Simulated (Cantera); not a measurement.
Charge: 1 mol AlN, 0.067 mol C, 0.14 mol N₂, at 13.3 mbar.

These are equilibrium values from Cantera (NASA tables, ideal gas, pure condensed phases), not measurements of a reactor. Candidate condensed phases: Al, AlN, C; 16 gas species. Rates play no part.

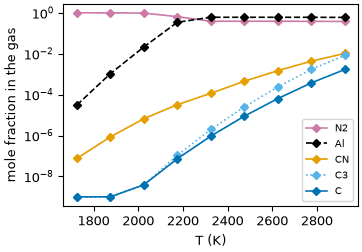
Figure: Equilibrium gas composition (values under 1e-9 drawn at 1e-9)

From 1725 K to 2175 K the condensed part is AlN(s) + C(graphite). From 2325 K to 2775 K the condensed part is C(graphite). At 2925 K nothing is condensed. The main Al-bearing gas is Al throughout.
